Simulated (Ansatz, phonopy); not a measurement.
# Ag (Silver, Fm-3m): phonons against volume, part 2 of 2

Wanted: mode Grüneisen parameters of Ag (Silver) and a free-energy fit over volumes.

Ansatz 0.2.0; DFT LDA, scalar-relativistic, plane waves, PAW; PAW set soft_1.

So far. Step 12 (Single point at a scaled cell, V/V0 0.97): The run ends at a pressure of 4.61 GPa. Step 13 (Phonons, V/V0 0.97): No mode is imaginary beyond numerical noise at the solved wavevectors.

### Step 14. Single point at a scaled cell, V/V0 1.05

input.yaml

```yaml
crystal:
  lattice:
    - [0.0, 2.0338942533, 2.0338942533]
    - [2.0338942533, 0.0, 2.0338942533]
    - [2.0338942533, 2.0338942533, 0.0]
  atoms:
    - { symbol: Ag, position: [0.0, 0.0, 0.0] }
kpoints:
  mp_grid: { grid: [20, 20, 20] }
hamiltonian:
  xc: lda
  pseudopotentials: { kind: paw, azcp: { folder: soft_1 }, xc_functional: pbe }
scf:
  occupations: { method: methfessel_paxton, width: 0.2 }
  lower_state_search: "off"
output:
  forces: true
  stress: true
  eigenvalues: true
```

The run is started by

```console
$ ansatz run input.yaml --threads 8 --pin off --max-ram 16384MiB --backend cpu --events-out ev --progress --plain --runs-dir out
```

The job ended after 0.67 s (8 threads of Arm Neoverse V1, shared host; peak memory 0.32 GiB; 3.4 s of CPU time).

The run ends at a pressure of -5.92 GPa.

### Step 15. Phonons, V/V0 1.05

input.yaml, the sections that differ from step 14:

```yaml
output:
  eigenvalues: true
phonons:
  method: dfpt
  qmesh: [4, 4, 4]
  temperatures: { t_max: 1000, t_step: 50 }
  qpath:
    path:
      - [[0.0, 0.0, 0.0], [0.5, 0.0, 0.5], [0.625, 0.25, 0.625]]
      - [[0.375, 0.375, 0.75], [0.0, 0.0, 0.0], [0.5, 0.5, 0.5], [0.5, 0.25, 0.75], [0.5, 0.0, 0.5]]
    npoints: 10
# crystal, kpoints, hamiltonian, scf: as in step 14
```

Elapsed: 91 s, on 8 threads; peak memory 4 GiB; 11 min of CPU time.

No LO-TO term. Phonon branches along the path, in cm⁻¹:

| point | branch 1 | branch 2 | branch 3 |
| --- | --- | --- | --- |
| Γ | 0 | 0 | 0 |
| X | 109 | 109 | 163 |
| U | 98 | 126 | 147 |
| jump to K | 98 | 126 | 147 |
| Γ | 0 | 0 | 0 |
| L | 74 | 74 | 164 |
| W | 105 | 135 | 135 |
| X | 109 | 109 | 163 |

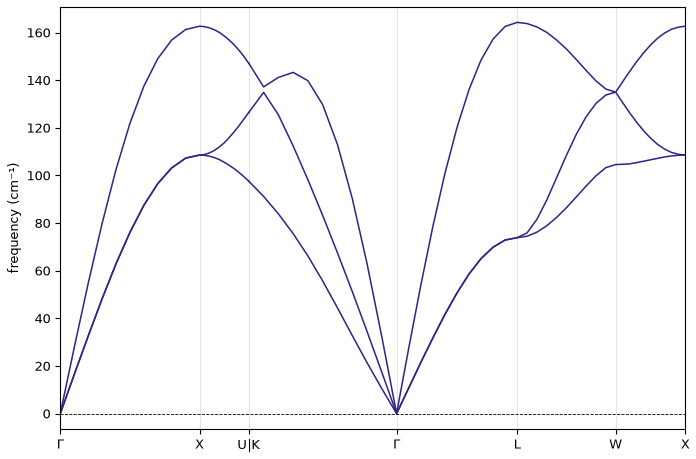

Phonon branches along the path.

No mode is imaginary beyond numerical noise at the solved wavevectors.

### Step 16. Mode Grüneisen parameters

This step: DFT LDA, scalar-relativistic, plane waves, PAW; PAW set soft_1 (phonopy 4.10.0).

Numbers from this step:

```yaml
share_of_modes_with_a_negative_grueneisen_parameter: 0
```

Mean Grüneisen, by row:

| T (K) | heat-capacity-weighted mean | root mean square |
| --- | --- | --- |
| 50 | 2.414 | 2.422 |
| 100 | 2.468 | 2.476 |
| 200 | 2.486 | 2.494 |
| 300 | 2.489 | 2.497 |
| 500 | 2.491 | 2.499 |
| 800 | 2.492 | 2.499 |

Table of mean mode Grueneisen parameter by wavenumber:

| wavenumber (cm⁻¹) | mean mode Grueneisen parameter |
| --- | --- |
| 3.1 | - |
| 22.0 | 2.29 |
| 40.9 | 2.21 |
| 66.0 | 2.26 |
| 84.9 | 2.27 |
| 103.8 | 2.42 |
| 122.7 | 2.54 |
| 147.8 | 2.66 |
| 166.7 | 2.67 |
| 185.6 | 2.71 |

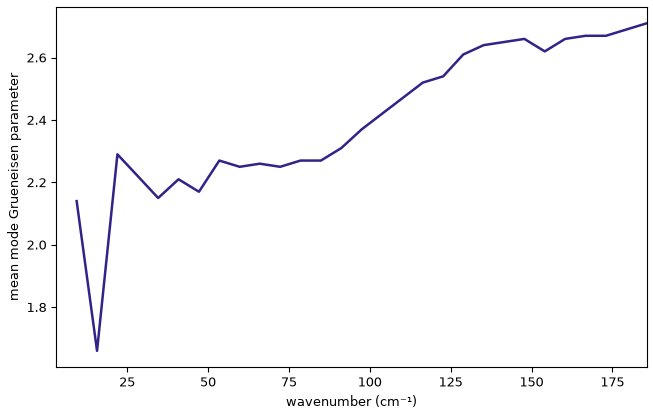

Mean mode Grueneisen parameter, plotted against wavenumber.

Volume series, by row:

| V/V0 | V (Å³/atom) | pressure (GPa) | E - E0 (meV/atom) | gap (eV) | zero-point energy (meV/atom) | lowest on the path (cm⁻¹) | highest at Gamma without the LO-TO term (cm⁻¹) |
| --- | --- | --- | --- | --- | --- | --- | --- |
| 0.97 | 15.55 | 4.612 | 6.712 | 0 | 24.3 | 0 | - |
| 0.985 | 15.79 | 2.193 | 1.629 | 0 | 23.4 | 0 | - |
| 1 | 16.03 | 0 | 0 | 0 | 22.53 | 0 | - |
| 1.015 | 16.27 | -1.987 | 1.5 | 0 | 21.68 | 0 | - |
| 1.03 | 16.51 | -3.787 | 5.839 | 0 | 20.86 | 0 | - |
| 1.05 | 16.83 | -5.924 | 15.58 | 0 | 19.79 | 0 | - |

Grüneisen at points, by row:

| point | branch | frequency (cm⁻¹) | mode Grüneisen parameter |
| --- | --- | --- | --- |
| X | 1 | 122.7 | 2.4 |
| X | 3 | 186.5 | 2.67 |
| U | 1 | 109.8 | 2.32 |
| U | 2 | 145.5 | 2.72 |
| U | 3 | 169 | 2.7 |
| K | 1 | 109.8 | 2.32 |
| K | 2 | 145.5 | 2.72 |
| K | 3 | 169 | 2.7 |
| L | 1 | 82 | 2.08 |
| L | 3 | 189.1 | 2.73 |
| W | 1 | 119.7 | 2.64 |
| W | 2 | 155.1 | 2.7 |

### Step 17. Quasi-harmonic fit by phonopy

Numbers from this step:

| Item | Value |
| --- | --- |
| volume expansion coefficient at 300 K | 49.92 1e-6/K |
| isothermal bulk modulus at 300 K | 126.5 GPa |
| C_P at 300 K | 25.20 J/mol-atom/K |
| Grüneisen parameter at 300 K | 2.552 |

Table of energy (each curve on its own zero) by volume; values in meV/atom:

| volume (Å³/atom) | static | F at 0 K | F at 300 K | F at 1300 K |
| --- | --- | --- | --- | --- |
| 15.545 | 6.71 | 8.92 | 14.3 | 38.9 |
| 15.786 | 1.63 | 2.94 | 6.31 | 21.4 |
| 16.026 | 0 | 0.44 | 1.7 | 7.22 |
| 16.266 | 1.5 | 1.09 | 0.2 | -3.92 |
| 16.507 | 5.84 | 4.6 | 1.52 | -12.3 |
| 16.827 | 15.6 | 13.3 | 7.17 | -19.9 |

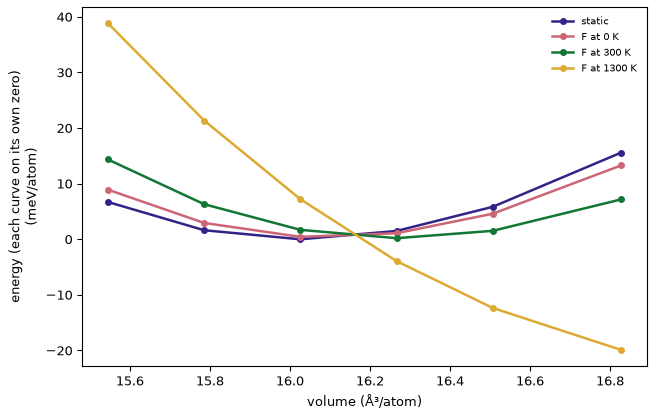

Energy (each curve on its own zero), plotted against volume.

Phonopy-qha, vinet fit of F(V) at each temperature; no electronic free energy. Qha vinet, by row:

| T (K) | fitted volume (Å³/atom) | alpha_V (1e-6/K) | B_T (GPa) | C_P (J/mol-atom/K) | Grueneisen |
| --- | --- | --- | --- | --- | --- |
| 100 | 16.12 | 36.57 | 134.7 | 19.59 | 2.463 |
| 150 | 16.16 | 43.15 | 132.7 | 22.65 | 2.506 |
| 200 | 16.19 | 46.32 | 130.7 | 23.97 | 2.525 |
| 250 | 16.23 | 48.34 | 128.6 | 24.7 | 2.539 |
| 300 | 16.27 | 49.92 | 126.5 | 25.2 | 2.552 |
| 350 | 16.31 | 51.29 | 124.3 | 25.58 | 2.564 |
| 400 | 16.35 | 52.59 | 122.2 | 25.9 | 2.577 |
| 450 | 16.4 | 53.87 | 120 | 26.2 | 2.59 |
| 500 | 16.44 | 55.15 | 117.7 | 26.48 | 2.603 |
| 550 | 16.49 | 56.47 | 115.5 | 26.77 | 2.616 |
| 600 | 16.54 | 57.84 | 113.2 | 27.05 | 2.63 |
| 650 | 16.58 | 59.27 | 110.8 | 27.34 | 2.645 |
| 700 | 16.63 | 60.77 | 108.5 | 27.64 | 2.659 |

Volume expansion coefficient, phonopy-qha, Vinet against temperature:

| temperature (K) | volume expansion coefficient, phonopy-qha, Vinet (1e-6/K) |
| --- | --- |
| 75 | 29.9 |
| 150 | 43.1 |
| 225 | 47.4 |
| 275 | 49.2 |
| 350 | 51.3 |
| 425 | 53.2 |
| 500 | 55.1 |
| 550 | 56.5 |
| 625 | 58.5 |
| 700 | 60.8 |

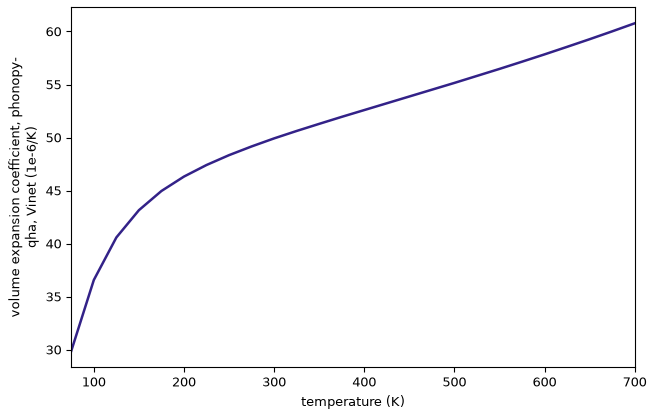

Volume expansion coefficient, phonopy-qha, Vinet against temperature.

The fit gives a volume expansion of 49.9 × 10⁻⁶/K at 300 K.

### Step 18. Results

| Property | Result |
| --- | --- |
| volume expansion coefficient at 300 K | 49.92 1e-6/K |
| isothermal bulk modulus at 300 K | 126.5 GPa |
| C_P at 300 K | 25.20 J/mol-atom/K |
| Grüneisen parameter at 300 K | 2.552 |
| mean mode Grüneisen parameter at 300 K | 2.49 |

**Reading.** Near room temperature Ag (Silver) expands by 49.9 × 10⁻⁶/K in volume by LDA, with C_P = 25.2 J/(mol K) per mole of atoms and B_T = 126 GPa. The table stops at 700 K because beyond it the fitted volume comes within 1 % of the largest computed cell, where the fit loses its support. C_P at room temperature is 101 % of the classical 3R an atom. The fit leaves out the electrons' free energy, which adds to C_P and to the expansion of a metal at high temperature. The heat-capacity-weighted Grüneisen parameter goes from 2.41 at 50 K to 2.49 at 800 K. Weighting γ by the density of states and each mode's heat capacity at 300 K, modes below 60 cm⁻¹ give about 5 % of the sum of γC that drives the expansion, those up to 130 cm⁻¹ 54 % and the rest 42 %. Among the labelled points γ is largest for branch 3 at L (189 cm⁻¹, 2.7) and smallest for branch 1 at L (82 cm⁻¹, 2.1). The PAW files were made for PBE and are used here under another functional, for which the program regenerates the frozen cores.

Comparison with the measured values:

| quantity | measured | LDA |
| --- | --- | --- |
| lattice constant a (Å) | 4.086 | 4.002 (-2.1 %) |

Measured values from pmc:6739358 (2019).

How well it matches: The lattice constant a is off by -2.1 %: a clear miss. The grades are ours: good and fair within 0.7 and 1.5 % for the lattice constant a. For lattice constants the calculation has a static lattice, without zero-point motion or thermal expansion.

[Logs are printed without paths, hosts, clocks, repeated set-up lines and the standing remarks that a program may print on its own settings, such as how far it seeks lower states.]

[Hosts, paths, dates, database ids (printed as entryN), source tags and the programs' standing remarks are cut or masked in the printed files.]

[A step with changed settings may run another functional than the one named; its input shows which.]

[Of the runs on displaced cells, only some may be shown.]
